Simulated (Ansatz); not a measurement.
# Calculations on AlH$_{3}$

## 1. Relaxation

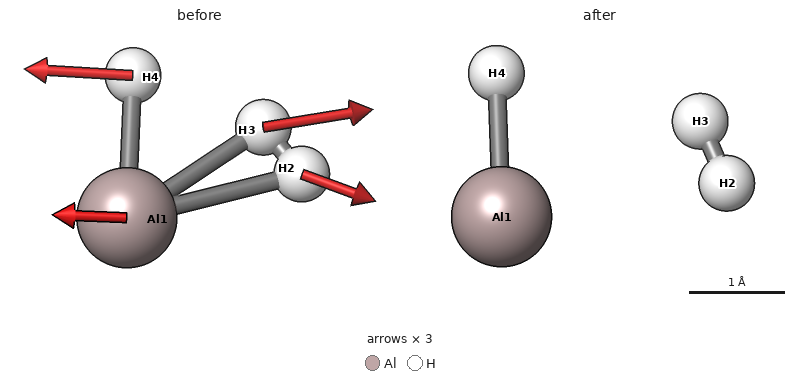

The structure of AlH₃ (started from a transition state, displaced along its imaginary mode) before (left) and after (right) a relaxation, at one scale. The red arrows give the displacements, 3 times their true length.

A ball-and-stick model, seen at a tilt.

Method: RKS PBE0-D4/def2-TZVP in Ansatz.

Input
```yaml
crystal:
  periodic: [false, false, false]
  atoms:
    - {symbol: Al, position_ang: [-1.104983, 0.240011, -0.374397]}
    - {symbol: H, position_ang: [0.779608, -0.137338, -0.674963]}
    - {symbol: H, position_ang: [0.651467, -0.133070, -0.024226]}
    - {symbol: H, position_ang: [-0.326093, 0.030496, 1.073686]}
basis:
  gaussian: {orbitals: def2-TZVP}
hamiltonian: {xc: pbe0, dispersion: d4}
relax: {f_tol: 0.005, max_steps: 200}
```

Run as
```bash
ansatz run in.yaml --threads 2 --pin off --events-out ev --progress --plain --max-ram 4352MiB
```

Summarise the run.

Answer. The atom that moves furthest after the best rigid fit is H3 (0.40 Å). By element the largest moves are H 0.40 Å, Al 0.27 Å. Some distances before and after: Al1–H3 1.829 → 2.427 Å, Al1–H2 1.945 → 2.436 Å, H2–H3 0.663 → 0.761 Å, Al1–H4 1.658 → 1.665 Å. Bonds break, among them: Al1–H3 (1.83 → 2.43 Å). After 9 geometry steps the energy has fallen by 0.580 eV. The largest force component goes from 5.7 to 0.00077 eV/Å.

## 2. Relaxation

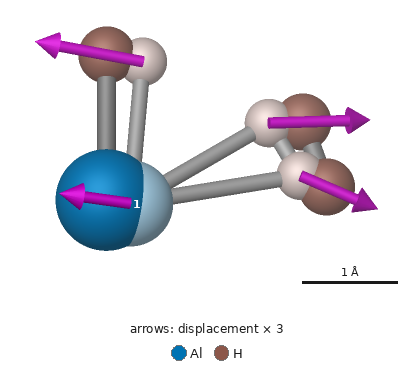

A relaxation of AlH$_{3}$ (started from a transition state, displaced along its imaginary mode). The starting structure is drawn faded, the final one solid; purple arrows show the displacements, 3 times their true length. The two geometries are superimposed by the best rigid fit.

Style: ball-and-stick. Shown at a tilt.

Level of theory: RKS PBE0-D4/def2-TZVP (Ansatz 0.2.0).

Input file:
```yaml
crystal:
  periodic: [false, false, false]
  atoms:
    - {symbol: Al, position_ang: [-1.002484, 0.227156, -0.616485]}
    - {symbol: H, position_ang: [0.580811, -0.087390, -0.939499]}
    - {symbol: H, position_ang: [0.431194, -0.106853, 0.533262]}
    - {symbol: H, position_ang: [-0.009521, -0.032813, 1.022822]}
basis:
  gaussian: {orbitals: def2-TZVP}
hamiltonian: {xc: pbe0, dispersion: d4}
relax: {f_tol: 0.005, max_steps: 200}
```

Run as
```bash
ansatz run in.yaml --threads 2 --pin off --events-out ev --progress --plain --max-ram 4352MiB
```

Q: Atoms of which element are displaced furthest, and by how much?

A: Hydrogen: up to 0.39 Å, against 0.26 Å for aluminium.

Q: Describe the change and its energy.

A: H2 moves most after the best rigid fit: 0.39 Å. Largest moves by element: H 0.39 Å, Al 0.26 Å. Some distances before and after: Al1–H3 1.868 → 2.427 Å, Al1–H4 1.934 → 2.438 Å, H3–H4 0.663 → 0.761 Å, Al1–H2 1.646 → 1.665 Å. Over 7 geometry steps the energy falls by 0.574 eV. Largest force component: 4.7 eV/Å at the start, 0.0022 eV/Å at the end.

## 3. Path

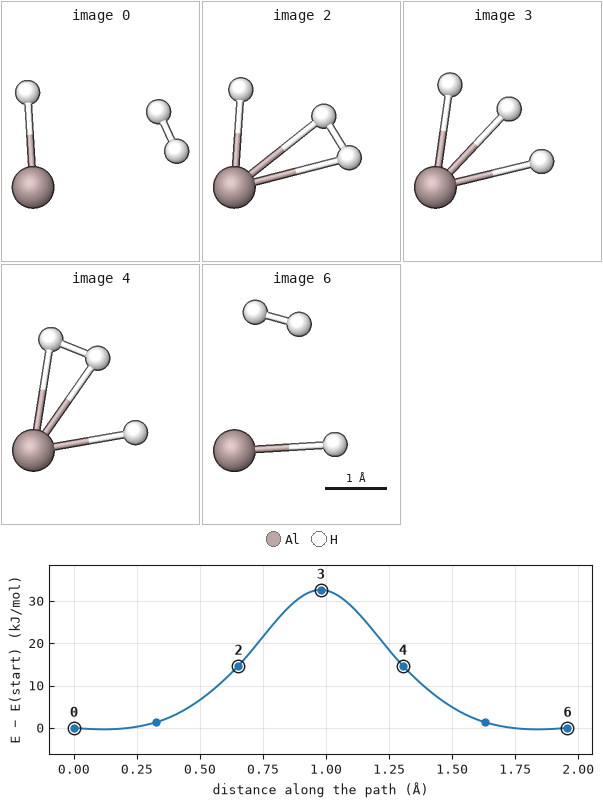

A nudged-elastic-band calculation for AlH₃, made up of AlH and H₂. Images are numbered from 0 (start) to 6 (end). A ball-and-stick model, seen at a tilt.

Theory: RKS PBE0-D4/def2-SVP in Ansatz.

The input:
```yaml
crystal:
  periodic: [false, false, false]
  atoms:
    - {symbol: Al, position_ang: [-1.060078, 0.247696, -0.871498]}
    - {symbol: H, position_ang: [0.512283, -0.060226, -1.323942]}
    - {symbol: H, position_ang: [0.577644, -0.148578, 0.875521]}
    - {symbol: H, position_ang: [-0.029849, -0.038792, 1.320019]}
basis:
  gaussian: {orbitals: def2-SVP}
hamiltonian: {xc: pbe0, dispersion: d4}
neb:
  images: 5
  climbing: true
  max_iterations: 40
  initial_path: idpp
  final_atoms:
    - {symbol: Al, position_ang: [-1.340815, 0.284362, -0.252947]}
    - {symbol: H, position_ang: [0.969508, -0.169386, -0.879557]}
    - {symbol: H, position_ang: [1.032314, -0.208086, -0.122330]}
    - {symbol: H, position_ang: [-0.661007, 0.093209, 1.254934]}
```

Command:
```bash
ansatz run in.yaml --threads 2 --pin off --events-out ev --progress --plain --max-ram 4352MiB
```

Q: Read off the barrier and say what moves.

A: Breaking: Al–H (1.66 → 2.44 Å), H–H (0.76 → 2.20 Å). Forming: Al–H (2.44 → 1.67 Å), H–H (2.20 → 0.76 Å). The two ends have the same energy, and the highest point, image 3, lies 32.6 kJ/mol above the start. The band converged in 6 iterations. The largest component of the band force went from 2.3 to 0.022 eV/Å. The climbing image converged on the top of the path. Its curvatures weren't checked. The largest force component is 0.35 eV/Å at the start and 0.43 eV/Å at the end; an end with forces this large is no minimum, and the barrier measured from it can be far off.

Limits of the set-up: the start holds two separate molecules, 2.2 Å apart at their closest, whose relative position is a soft coordinate.

The run took 11 s on 2 threads of Arm Neoverse V2 (shared host).
